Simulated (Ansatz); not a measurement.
**AsH3+ (doublet): the correlation ladder, cc-pVTZ**

How much of the correlation energy of AsH3+ (doublet) does each wave-function method recover here?

Computed with Ansatz 0.2.0, Gaussian basis. Level: cc-pVTZ, core rule «outside noble gas», up to 14 orbitals frozen.

Plan: UHF; CCSD(T) on ROHF; CCSD(T) on UHF; BCCD(T) on ROHF; CCSDT(Q) on ROHF; CCSDT(Q) on UHF; CASSCF and MRCISD+Q, 7 electrons in 7 orbitals; CASSCF and NEVPT2, 7 electrons in 7 orbitals.

14 further runs of the same task are left out: 8 that didn't finish, 6 set aside as unsound or not needed. Runs told in other sessions of the task aren't counted.

## (1) What is computed

The geometry is a PBE0/def2-TZVP stationary point (not a proven minimum) of the parent state, kept for this charge and spin. No spin-orbit coupling is included. The filled d shell of As may be among the frozen orbitals whatever the setting's name suggests.

4 atoms, charge 1, spin multiplicity 2.

Atoms are counted from 1 here; the program's logs count them from 0.

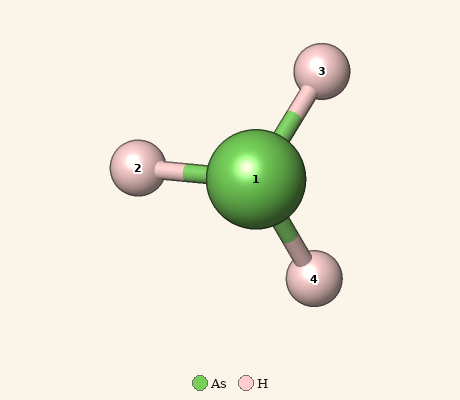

The geometry (arsenic green, hydrogen pink); atoms are numbered from 1 in the order of the file.

In the tables R marks a restricted open-shell determinant and U an unrestricted one; 'valence' is the active space of 7 electrons in 7 orbitals; energies count from the table's Hartree-Fock row.

## (2) UHF

in.yaml reads:

```yaml
crystal:
  periodic: [false, false, false]
  atoms:
    - {symbol: As, position_ang: [0.000180, 0.000018, -0.032875]}
    - {symbol: H, position_ang: [1.259297, 0.013995, 0.821503]}
    - {symbol: H, position_ang: [-0.648855, 1.086822, 0.811601]}
    - {symbol: H, position_ang: [-0.623856, -1.102121, 0.810570]}
basis:
  gaussian: {orbitals: cc-pVTZ}
total_charge: 1
magnetization: {spin_polarized: true, initial_magnetization: 1}
hamiltonian: {xc: hf}
output: {orbitals: {seedname: orbitals}}
```

Started as:

```sh
$ ansatz run in.yaml --threads 1 --pin off --events-out ev --progress --plain --max-ram 2393MiB
```

Standard output:

```text
Functional definition: HF
  name "HF"
  cite "Fock, Z. Phys. 61, 126 (1930) doi:10.1007/BF01340294"
  parent pbe
  exchange = exact_x
  correlation = 0
660 factors; their error is unknown
mean field evaluation 1: about -60832.1587 eV, gradient 8.5e0 eV
mean field evaluation 2: about -60832.7154 eV, gradient 2.7e0 eV
mean field evaluation 4: about -60832.7977 eV, gradient 2.7e-1 eV
mean field evaluation 8: about -60834.5199 eV, gradient 2.5e-2 eV
mean field -60834.51989458 eV, -2235.6273710071 hartree, gradient 9.1e-6 eV, S^2 0.755100; 0 other end points of the search recorded, 0 dependent functions left out
reference -60834.51989458 eV, -2235.6273710071 hartree; 18, 17 occupied and 67, 68 virtual orbitals, 660 factors
Total energy: -60834.51989458 eV, -2235.6273710071 hartree
```

Run time: 0.79 s. Hardware: 1 thread of Arm Neoverse V1, shared host.

From the report: ⟨S²⟩ of the determinant 0.755 (pure doublet: 0.75).

## (3) CCSD(T) on ROHF

Changes to in.yaml since step 2:

```diff
@@ -10,4 +10,3 @@
 total_charge: 1
-magnetization: {spin_polarized: true, initial_magnetization: 1}
-hamiltonian: {xc: hf}
-output: {orbitals: {seedname: orbitals}}
+magnetization: {spin_polarized: false, initial_magnetization: 1}
+correlation: {method: ccsd_t, electrons: outside_noble_gas}
```

The command is unchanged.

Standard output (excerpt; [...] marks lines left out):

```text
Functional definition: HF
  name "HF"
  cite "Fock, Z. Phys. 61, 126 (1930) doi:10.1007/BF01340294"
  parent pbe
[...]
502 factors; integrals over basis functions are off by at most 8.2e-4 eV
[...]
mean field -60834.45512482 eV, -2235.6249907625 hartree, gradient 2.4e-6 eV, S^2 0.750000; 1 other end points of the search recorded, 0 dependent functions left out
determinant -60834.45512482 eV, -2235.6249907625 hartree, with singles and doubles -60838.71640965 eV, -2235.7815900914 hartree
determinant -60831.31906326 eV, -2235.5097426258 hartree, with singles and doubles -60835.96039034 eV, -2235.6803082499 hartree
14 core orbitals not correlated: weight in the atoms' cores, before any rotation towards them, 1.000 or more for the frozen orbitals, at most 0.000 for the correlated occupied ones
reference -60834.45512482 eV, -2235.6249907625 hartree; 4, 3 occupied and 67, 68 virtual orbitals, 502 factors
second order -3.42282204 eV of doubles, -0.03882653 eV of singles
cycle   1  -4.15610682 eV  change   -3.0e-1 eV  update   1.7e-2
[...]
cycle   8  -4.16708467 eV  change    4.9e-6 eV  update   6.8e-6
perturbative correction -0.11780854 eV, -0.0043293841 hartree
Total energy: -60838.74001804 eV, -2235.7824576839 hartree
```

It took 4 s on 1 thread of Arm Neoverse V1, shared host; peak memory 0.25 GiB.

From the report: correlation -4.2849 eV; T1 0.017; largest double amplitude 0.05.

## (4) CCSD(T) on UHF

Changes to in.yaml since step 3:

```diff
@@ -10,3 +10,3 @@
 total_charge: 1
-magnetization: {spin_polarized: false, initial_magnetization: 1}
+magnetization: {spin_polarized: true, initial_magnetization: 1}
 correlation: {method: ccsd_t, electrons: outside_noble_gas}
```

Launched as before.

Standard output (excerpt; [...] marks lines left out):

```text
Functional definition: HF
  name "HF"
  cite "Fock, Z. Phys. 61, 126 (1930) doi:10.1007/BF01340294"
  parent pbe
[...]
502 factors; integrals over basis functions are off by at most 8.2e-4 eV
[...]
mean field -60834.52048313 eV, -2235.6273926361 hartree, gradient 2.8e-6 eV, S^2 0.755100; 2 other end points of the search recorded, 0 dependent functions left out
determinant -60834.52048313 eV, -2235.6273926361 hartree, with singles and doubles -60838.71992986 eV, -2235.7817194569 hartree
determinant -60831.62538647 eV, -2235.5209997962 hartree, with singles and doubles -60835.93716878 eV, -2235.6794548734 hartree
determinant -60831.62169857 eV, -2235.5208642682 hartree, with singles and doubles -60835.95044199 eV, -2235.6799426550 hartree
14 core orbitals not correlated: weight in the atoms' cores, before any rotation towards them, 1.000 or more for the frozen orbitals, at most 0.000 for the correlated occupied ones
reference -60834.52048313 eV, -2235.6273926361 hartree; 4, 3 occupied and 67, 68 virtual orbitals, 502 factors
second order -3.40027850 eV of doubles, -0.00000000 eV of singles
cycle   1  -4.09733435 eV  change   -2.9e-1 eV  update   1.6e-2
[...]
cycle   8  -4.10805094 eV  change    5.4e-6 eV  update   6.8e-6
perturbative correction -0.11655172 eV, -0.0042831966 hartree
Total energy: -60838.74508579 eV, -2235.7826439203 hartree
```

Run time: 4.8 s. Hardware: 1 thread of Arm Neoverse V1, shared host; peak memory 0.25 GiB.

From the report: ⟨S²⟩ of the determinant 0.755 (pure doublet: 0.75); correlation -4.2246 eV; T1 0.013; largest double amplitude 0.05.

## (5) BCCD(T) on ROHF

Changes to in.yaml since step 4:

```diff
@@ -10,3 +10,3 @@
 total_charge: 1
-magnetization: {spin_polarized: true, initial_magnetization: 1}
-correlation: {method: ccsd_t, electrons: outside_noble_gas}
+magnetization: {spin_polarized: false, initial_magnetization: 1}
+correlation: {method: bccd_t, electrons: outside_noble_gas}
```

Same command.

Standard output (excerpt; [...] marks lines left out):

```text
Functional definition: HF
  name "HF"
  cite "Fock, Z. Phys. 61, 126 (1930) doi:10.1007/BF01340294"
  parent pbe
[...]
502 factors; integrals over basis functions are off by at most 8.2e-4 eV
[...]
mean field -60834.45512482 eV, -2235.6249907625 hartree, gradient 2.4e-6 eV, S^2 0.750000; 1 other end points of the search recorded, 0 dependent functions left out
determinant -60834.45512482 eV, -2235.6249907625 hartree, with singles and doubles -60838.71640965 eV, -2235.7815900914 hartree
determinant -60831.31906326 eV, -2235.5097426258 hartree, with singles and doubles -60835.96039034 eV, -2235.6803082499 hartree
14 core orbitals not correlated: weight in the atoms' cores, before any rotation towards them, 1.000 or more for the frozen orbitals, at most 0.000 for the correlated occupied ones
reference -60834.45512482 eV, -2235.6249907625 hartree; 4, 3 occupied and 67, 68 virtual orbitals, 502 factors
second order -3.42282204 eV of doubles, -0.03882653 eV of singles
cycle   1  -4.15618344 eV  change   -3.0e-1 eV  update   1.7e-2
[...]
cycle   8  -4.16441123 eV  change    3.1e-6 eV  update   7.4e-6
perturbative correction -0.12082434 eV, -0.0044402126 hartree
Total energy: -60838.74036039 eV, -2235.7824702652 hartree
```

It took 4.7 s on 1 thread of Arm Neoverse V1, shared host; peak memory 0.31 GiB.

From the report: correlation -4.2852 eV; largest double amplitude 0.05.

## (6) CCSDT(Q) on ROHF

Changes to in.yaml since step 5:

```diff
@@ -11,2 +11,2 @@
 magnetization: {spin_polarized: false, initial_magnetization: 1}
-correlation: {method: bccd_t, electrons: outside_noble_gas}
+correlation: {method: ccsdt_q, electrons: outside_noble_gas}
```

Launched as before.

Standard output (excerpt; [...] marks lines left out):

```text
Functional definition: HF
  name "HF"
  cite "Fock, Z. Phys. 61, 126 (1930) doi:10.1007/BF01340294"
  parent pbe
[...]
1026 factors; integrals over basis functions are off by at most 1.9e-7 eV
[...]
mean field -60834.45514034 eV, -2235.6249913329 hartree, gradient 3.6e-6 eV, S^2 0.750000; 1 other end points of the search recorded, 0 dependent functions left out
determinant -60834.45514034 eV, -2235.6249913329 hartree, with singles and doubles -60838.71644343 eV, -2235.7815913329 hartree
determinant -60831.31908002 eV, -2235.5097432417 hartree, with singles and doubles -60835.96041734 eV, -2235.6803092421 hartree
14 core orbitals not correlated: weight in the atoms' cores, before any rotation towards them, 1.000 or more for the frozen orbitals, at most 0.000 for the correlated occupied ones
reference -60834.45514034 eV, -2235.6249913329 hartree; 4, 3 occupied and 67, 68 virtual orbitals, 1026 factors
second order -3.42284526 eV of doubles, -0.03882658 eV of singles
cycle   1  -3.95890304 eV  change   -5.0e-1 eV  update   6.1e-2
[...]
cycle  14  -4.30695626 eV  change    5.2e-7 eV  update   1.8e-7
perturbative correction -0.00291675 eV, -0.0001071887 hartree
Total energy: -60838.76501336 eV, -2235.7833762449 hartree
```

Run time: 1.7 min. Hardware: 1 thread of Arm Neoverse V1, shared host; peak memory 0.91 GiB.

From the report: correlation -4.3099 eV; T1 0.017; largest double amplitude 0.06.

## (7) CCSDT(Q) on UHF

Changes to in.yaml since step 6:

```diff
@@ -10,3 +10,3 @@
 total_charge: 1
-magnetization: {spin_polarized: false, initial_magnetization: 1}
+magnetization: {spin_polarized: true, initial_magnetization: 1}
 correlation: {method: ccsdt_q, electrons: outside_noble_gas}
```

The command is unchanged.

Standard output (excerpt; [...] marks lines left out):

```text
Functional definition: HF
  name "HF"
  cite "Fock, Z. Phys. 61, 126 (1930) doi:10.1007/BF01340294"
  parent pbe
[...]
1026 factors; integrals over basis functions are off by at most 1.9e-7 eV
[...]
mean field -60834.52049876 eV, -2235.6273932103 hartree, gradient 3.4e-6 eV, S^2 0.755100; 2 other end points of the search recorded, 0 dependent functions left out
determinant -60834.52049876 eV, -2235.6273932103 hartree, with singles and doubles -60838.71996341 eV, -2235.7817206897 hartree
determinant -60831.62540433 eV, -2235.5210004524 hartree, with singles and doubles -60835.93720668 eV, -2235.6794562662 hartree
determinant -60831.62171646 eV, -2235.5208649256 hartree, with singles and doubles -60835.95047695 eV, -2235.6799439398 hartree
14 core orbitals not correlated: weight in the atoms' cores, before any rotation towards them, 1.000 or more for the frozen orbitals, at most 0.000 for the correlated occupied ones
reference -60834.52049876 eV, -2235.6273932103 hartree; 4, 3 occupied and 67, 68 virtual orbitals, 1026 factors
second order -3.40030135 eV of doubles, -0.00000000 eV of singles
cycle   1  -3.89760144 eV  change   -5.0e-1 eV  update   6.1e-2
[...]
cycle  14  -4.24689149 eV  change    6.3e-7 eV  update   1.8e-7
perturbative correction -0.00304925 eV, -0.0001120578 hartree
Total energy: -60838.77043949 eV, -2235.7835756517 hartree
```

Wall time 98 s (1 thread of Arm Neoverse V1, shared host); peak memory 0.84 GiB.

From the report: ⟨S²⟩ of the determinant 0.755 (pure doublet: 0.75); correlation -4.2499 eV; T1 0.013; largest double amplitude 0.06.

## (8) CASSCF and MRCISD+Q, 7 electrons in 7 orbitals

Changes to in.yaml since step 7:

```diff
@@ -10,3 +10,3 @@
 total_charge: 1
-magnetization: {spin_polarized: true, initial_magnetization: 1}
-correlation: {method: ccsdt_q, electrons: outside_noble_gas}
+magnetization: {spin_polarized: false, initial_magnetization: 1}
+correlation: {method: fic_mrcisd_q, electrons: outside_noble_gas, active_space: {window: {electrons: 7, orbitals: 7}, shells: [{species: As, l: s, shell: 4}, {species: As, l: p, shell: 4}, {species: H, l: s, shell: 1}]}}
```

Launched as before.

Standard output (excerpt; [...] marks lines left out):

```text
Functional definition: HF
  name "HF"
  cite "Fock, Z. Phys. 61, 126 (1930) doi:10.1007/BF01340294"
  parent pbe
[...]
1026 factors; integrals over basis functions are off by at most 1.9e-7 eV
[...]
mean field -60834.45514034 eV, -2235.6249913329 hartree, gradient 3.6e-6 eV, S^2 0.750000; 0 other end points of the search recorded, 0 dependent functions left out
reference -60834.45514034 eV, -2235.6249913329 hartree; 18, 17 occupied and 67, 68 virtual orbitals, 1026 factors
state -60835.96847075 eV, -2235.6806051997 hartree
contracted CI cycle   1: correlation 0.00000000 eV, 0.0000000000 hartree, residual 1.43e1 eV
contracted CI cycle   2: correlation -2.53962718 eV, -0.0933295774 hartree, residual 3.01e0 eV
contracted CI cycle   3: correlation -2.64842734 eV, -0.0973279097 hartree, residual 6.88e-1 eV
contracted CI cycle   4: correlation -2.65378550 eV, -0.0975248182 hartree, residual 1.63e-1 eV
contracted CI cycle   5: correlation -2.65407866 eV, -0.0975355918 hartree, residual 3.82e-2 eV
contracted CI cycle   6: correlation -2.65409490 eV, -0.0975361886 hartree, residual 8.82e-3 eV
contracted CI cycle   7: correlation -2.65409579 eV, -0.0975362214 hartree, residual 2.05e-3 eV
contracted CI cycle   8: correlation -2.65409584 eV, -0.0975362231 hartree, residual 4.67e-4 eV
state -60835.96847075 eV, -2235.6806051997 hartree; corrected -60838.74619866 eV, -2235.7826848176 hartree
Total energy: -60838.74619866 eV, -2235.7826848176 hartree
Checks for a lower state left out: starts, orbital_swaps
```

Run time: 6.5 s. Hardware: 1 thread of Arm Neoverse V1, shared host; peak memory 0.26 GiB.

From the report: 625 determinants; active occupations 1.98, 1.96, 1.96, 1.01, 0.03, 0.03, 0.02.

## (9) CASSCF and NEVPT2, 7 electrons in 7 orbitals

in.yaml reads:

```yaml
crystal:
  periodic: [false, false, false]
  atoms:
    - {symbol: As, position_ang: [0.000180, 0.000018, -0.032875]}
    - {symbol: H, position_ang: [1.259297, 0.013995, 0.821503]}
    - {symbol: H, position_ang: [-0.648855, 1.086822, 0.811601]}
    - {symbol: H, position_ang: [-0.623856, -1.102121, 0.810570]}
basis:
  gaussian: {orbitals: cc-pVTZ}
total_charge: 1
magnetization: {spin_polarized: false, initial_magnetization: 1}
correlation: {method: sc_nevpt2, electrons: outside_noble_gas, active_space: {window: {electrons: 7, orbitals: 7}, shells: [{species: As, l: s, shell: 4}, {species: As, l: p, shell: 4}, {species: H, l: s, shell: 1}]}}
```

The command is unchanged.

Standard output:

```text
Functional definition: HF
  name "HF"
  cite "Fock, Z. Phys. 61, 126 (1930) doi:10.1007/BF01340294"
  parent pbe
  exchange = exact_x
  correlation = 0
1026 factors; integrals over basis functions are off by at most 1.9e-7 eV
mean field evaluation 1: about -60833.8635 eV, gradient 1.1e1 eV
mean field evaluation 2: about -60833.8662 eV, gradient 1.1e1 eV
mean field evaluation 4: about -60834.4458 eV, gradient 1.1e0 eV
mean field evaluation 8: about -60834.4551 eV, gradient 6.3e-4 eV
mean field -60834.45514034 eV, -2235.6249913329 hartree, gradient 3.6e-6 eV, S^2 0.750000; 0 other end points of the search recorded, 0 dependent functions left out
reference -60834.45514034 eV, -2235.6249913329 hartree; 18, 17 occupied and 67, 68 virtual orbitals, 1026 factors
state -60835.96847075 eV, -2235.6806051997 hartree
state -60835.96847075 eV, -2235.6806051997 hartree; corrected -60838.04401947 eV, -2235.7568802080 hartree
Total energy: -60838.04401947 eV, -2235.7568802080 hartree
Checks for a lower state left out: starts, orbital_swaps
```

It took 4.9 s on 1 thread of Arm Neoverse V1, shared host.

From the report: 625 determinants; active occupations 1.98, 1.96, 1.96, 1.01, 0.03, 0.03, 0.02.

## (10) How many determinants matter

Natural occupations of the CASSCF valence state about the gap (report; correlated orbitals 1 to 7): 1.982, 1.962, 1.962, 1.007, 0.032, 0.032, 0.022. The count of effectively unpaired electrons, Σ n²(2 − n)², is 1.02; a single determinant of this spin has 1.

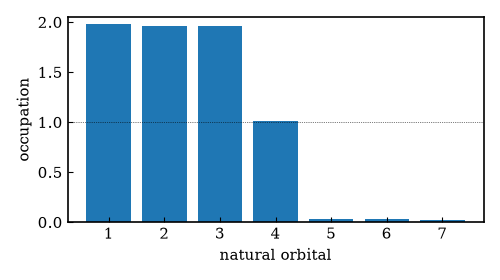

Natural occupations of the CASSCF valence state.

## (11) All levels against the top one

The yardstick is UCCSDT(Q), where the cluster series has nearly closed. Rows without a time are mean-field rows or come out of runs for another level: lower rungs of the coupled-cluster runs, CASSCF and MRCISD of the multireference runs, or the Hartree-Fock search.

Differences are taken before rounding.

```tsv
method	energy from the lowest ROHF (kJ/mol)	from UCCSDT(Q) (kJ/mol)	time
ROHF	0.0	+416.4	
UHF	-6.3	+410.1	
RMP2	-334.0	+82.4	
UMP2	-334.4	+82.0	
RCCSD	-402.1	+14.3	
UCCSD	-402.7	+13.7	
RCCSD(T)	-413.4	+2.9	4 s
UCCSD(T)	-413.9	+2.4	4.8 s
BCCD(T)	-413.5	+2.9	4.7 s
RCCSDT	-415.6	+0.8	
UCCSDT	-416.1	+0.3	
RCCSDT(Q)	-415.8	+0.5	1.7 min
UCCSDT(Q)	-416.4	0	98 s
CASSCF valence	-146.0	+270.3	
NEVPT2 valence	-346.3	+70.1	4.9 s
MRCISD valence	-402.1	+14.3	
MRCISD+Q valence	-414.0	+2.3	6.5 s
```

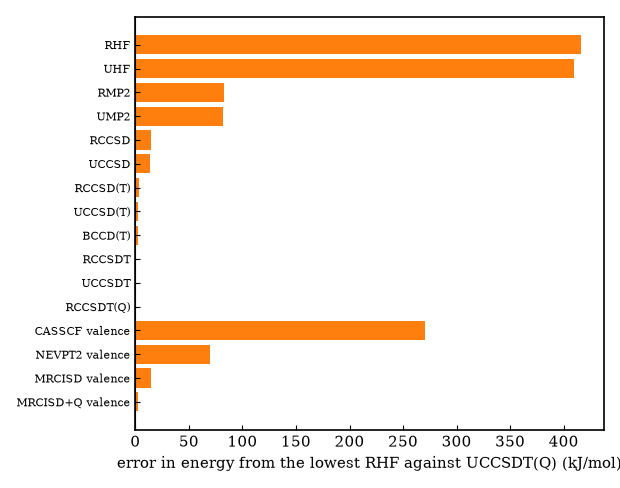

Error of each method against UCCSDT(Q).

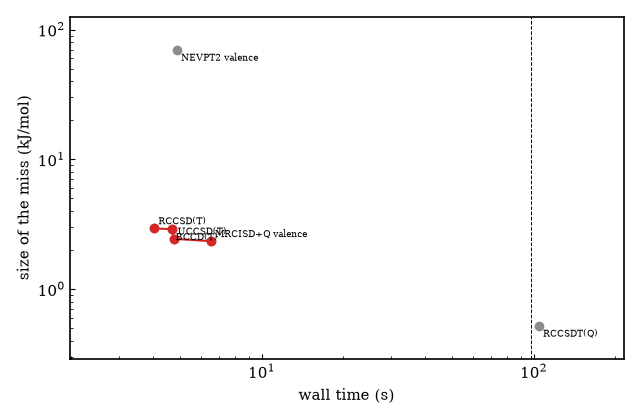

Miss against cost. Red marks the levels that no quicker level drawn beats (of those quicker than the yardstick), and the dashed line is the time of UCCSDT(Q). Times are from a shared host.

## (12) Summary of results

| quantity | value |
| --- | --- |
| UCCSDT(Q) from the ROHF energy | -4.3153 eV |
| RMP2 from UCCSDT(Q) | +82.4 kJ/mol |
| UMP2 from UCCSDT(Q) | +82.0 kJ/mol |
| RCCSD from UCCSDT(Q) | +14.3 kJ/mol |
| RCCSD(T) from UCCSDT(Q) | +2.9 kJ/mol |
| UCCSD(T) from UCCSDT(Q) | +2.4 kJ/mol |
| RCCSDT(Q) from UCCSDT(Q) | +0.5 kJ/mol |
| NEVPT2 valence from UCCSDT(Q) | +70.1 kJ/mol |
| MRCISD+Q valence from UCCSDT(Q) | +2.3 kJ/mol |
| levels within 1 kcal/mol (43 meV) | RCCSD(T), UCCSD(T), BCCD(T), RCCSDT, UCCSDT, RCCSDT(Q), MRCISD+Q valence |
| T1 diagnostic | 0.017 |
| effectively unpaired electrons | 1.02 |

RCCSD(T) misses by +2.9 kJ/mol, 0.7 % of the correlation energy. One determinant dominates. Of the multireference levels listed MRCISD+Q valence comes nearest in total energy (+2.3 kJ/mol), which doesn't show that its space is the better one. These misses are within one basis, not against nature; the frozen cores of restricted and unrestricted runs differ, which can shift their rows.

For cost: MRCISD+Q valence gets within 2.3 kJ/mol in 6.5 s, where UCCSDT(Q) took 98 s; the quickest level in the cost chart, RCCSD(T), takes 4 s and misses by 2.9 kJ/mol.
